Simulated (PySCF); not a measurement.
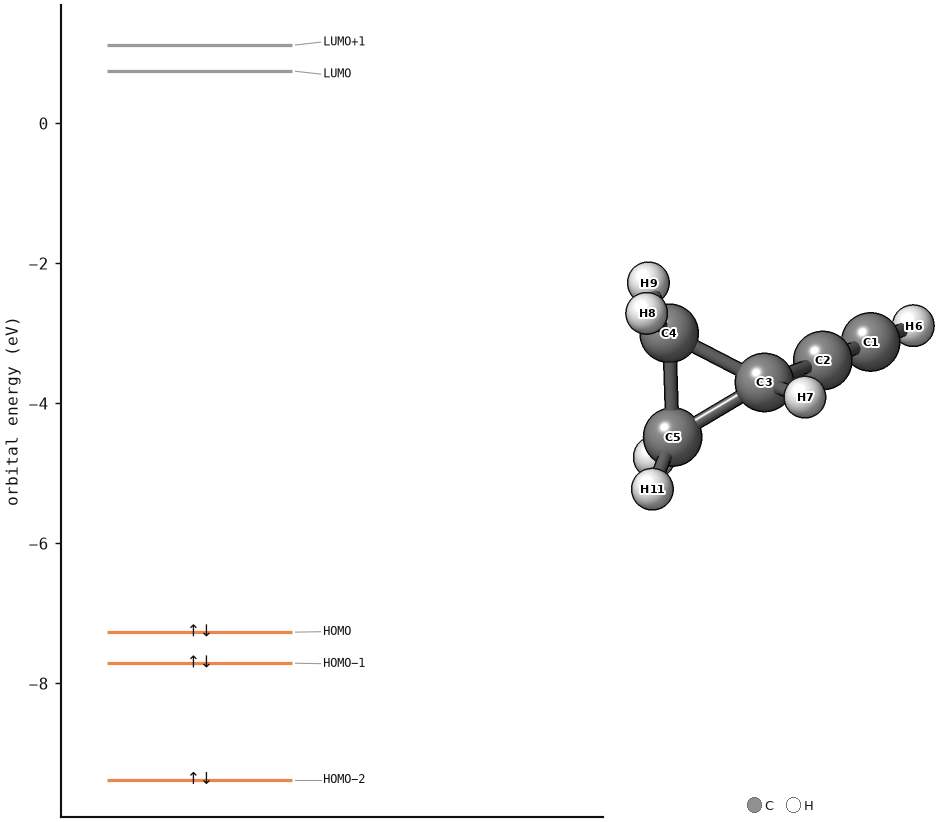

C₅H₆ (cyclopropylacetylene), SMILES C#CC1CC1. Kohn-Sham orbital energies near the frontier, PBE0/def2-SVPD with PySCF, at a GFN2-xTB geometry (no frequency check), isolated molecule; empty levels in grey, levels within 0.03 eV side by side.

Where do the frontier orbitals lie?

Answer. HOMO at −7.27 eV, LUMO at 0.74 eV, 8.01 eV apart.

List the levels with the atoms that carry most of them (a dash for levels above zero or within 0.03 eV of another, where shares mean little).

Answer.
| orbital | energy (eV) | Löwdin shares |
| --- | --- | --- |
| LUMO+1 | 1.12 | – |
| LUMO | 0.74 | – |
| HOMO | −7.27 | C1 35 %, C2 29 %, C3 12 % |
| HOMO−1 | −7.71 | C1 37 %, C2 35 %, C3 7 % |
| HOMO−2 | −9.38 | C5/C4 30 % each, C3 12 % |

Known limits of this run: the tight-binding geometry is rougher than a DFT one and adds to the error; empty levels above zero depend strongly on the basis.
